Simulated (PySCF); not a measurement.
C$_{5}$H$_{7}$N$_{3}$

```yaml
atoms:
  - { symbol: C, position_ang: [2.5441, -0.8286, 0.4722] }
  - { symbol: C, position_ang: [1.5917, -0.0643, 1.1072] }
  - { symbol: N, position_ang: [0.5215, -0.1189, 0.2827] }
  - { symbol: C, position_ang: [-0.7454, 0.4972, 0.4504] }
  - { symbol: C, position_ang: [-1.4627, 0.9954, -0.7706] }
  - { symbol: C, position_ang: [-1.9610, -0.2219, -0.0578] }
  - { symbol: N, position_ang: [0.8093, -0.8658, -0.7776] }
  - { symbol: N, position_ang: [2.0109, -1.2916, -0.6717] }
  - { symbol: H, position_ang: [3.5458, -1.0629, 0.7651] }
  - { symbol: H, position_ang: [1.5944, 0.4797, 2.0277] }
  - { symbol: H, position_ang: [-0.8059, 1.0603, 1.3732] }
  - { symbol: H, position_ang: [-0.9642, 0.8464, -1.7154] }
  - { symbol: H, position_ang: [-2.0203, 1.9158, -0.6934] }
  - { symbol: H, position_ang: [-2.8681, -0.1561, 0.5224] }
  - { symbol: H, position_ang: [-1.7944, -1.1768, -0.5307] }
```

Geometry: GFN2-xTB.

The calculation used PBE0/pcSseg-1, SCF density, gas phase, non-relativistic in PySCF.

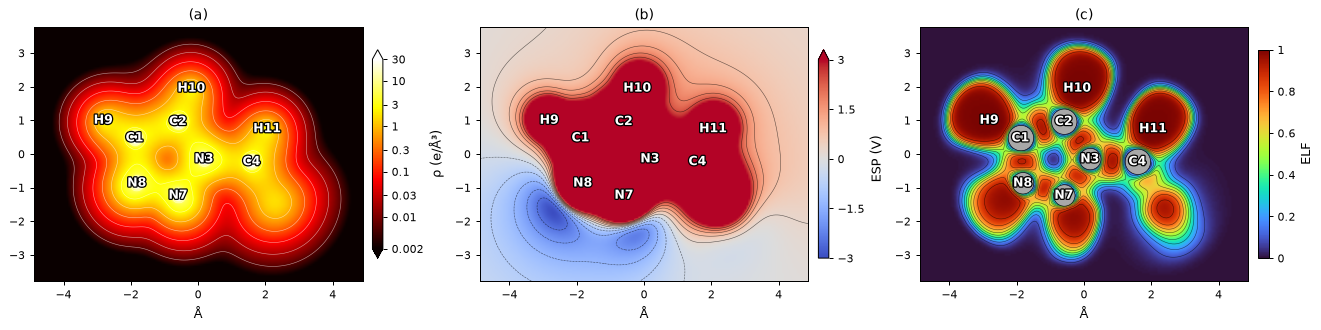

Figure 1. (a) electron density; (b) molecular electrostatic potential; (c) ELF on the plane of atoms N3, C2 and H10. Grey discs cover the atomic cores in the ELF map.

Q: What does the map show?

A: Atoms in the plane: C, N and H.
N–N (1.28 Å): the density is about 2.9 e/Å³ at the midpoint; the ELF peaks at about 0.90 between the atoms: a covalent bond.
C–N (1.34 Å): ρ at the midpoint is about 2.4 e/Å³; the ELF peaks at about 0.90 between the atoms: localised, covalent bonding.
C–C (1.38 Å): the density is about 2.1 e/Å³ at the midpoint; the ELF peaks at about 0.95 between the atoms (a covalent bond).
C–H (1.07 Å): ρ is about 2.1 e/Å³ halfway; the ELF climbs to about 1 towards the hydrogen, as it does in any bond to H; an ordinary covalent bond to hydrogen.
N–N (1.33 Å): the density is about 2.6 e/Å³ at the midpoint; the ELF peaks at about 0.90 between the atoms: a covalent bond.
The ELF also peaks beside N7 and N8, away from the bonds: lone-pair regions.
Outside the dense part of the molecule the potential is most negative (−3.0 V) near N8.

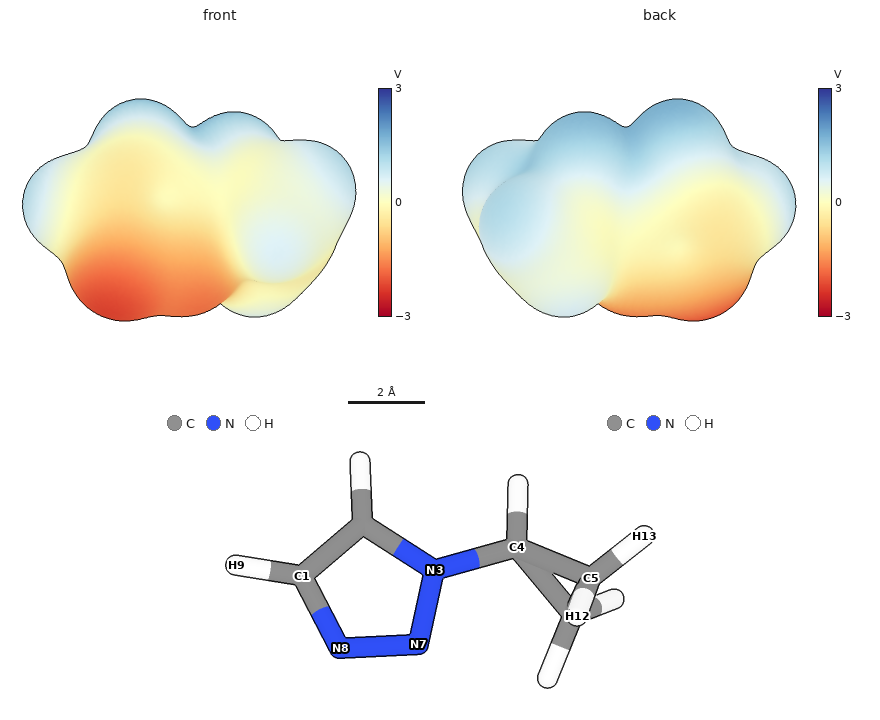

Figure 2. The electrostatic potential painted on the density surface at 0.002 e/bohr³, seen from the front and from behind; the colour scale runs from red (negative) to blue (positive). The bare structure is drawn below in the same view.

Q: Describe the electrostatic potential map.

A: The most negative region (about −2.2 V) lies over N8, the most positive (about +1.6 V) over H10 and H11. N8 is the likeliest acceptor of a hydrogen bond.
